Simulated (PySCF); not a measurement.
SMILES C#Cc1ccccc1C=O at its GFN2-xTB optimised geometry (Å):

```
16

C     -2.1064    -2.3328    -0.0002
C     -1.4252    -1.3434    -0.0002
C     -0.6830    -0.1389     0.0000
C     -1.3661     1.0772     0.0000
C     -0.6690     2.2706     0.0001
C      0.7198     2.2737     0.0001
C      1.4069     1.0766     0.0000
C      0.7230    -0.1389     0.0000
C      1.4804    -1.3947     0.0000
O      2.6835    -1.4754    -0.0004
H     -2.6835    -3.2091     0.0001
H     -2.4463     1.0732     0.0000
H     -1.2104     3.2052     0.0002
H      1.2585     3.2091     0.0001
H      2.4866     1.0499    -0.0001
H      0.8445    -2.3013     0.0007
```

Computed with PBE/def2-TZVP in PySCF 2.14.0. Cells within 0.4 Å of a nucleus heavier than hydrogen are left out (blank, or x).

Map of the deformation density (molecule minus spherical neutral atoms) (e/bohr³) on the plane z = 0.0 Å:

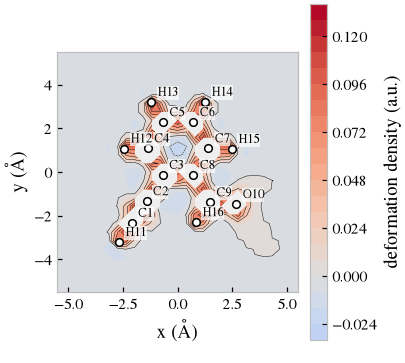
Figure: Deformation density (molecule minus spherical neutral atoms) (e/bohr³) on the plane z = 0.0 Å.
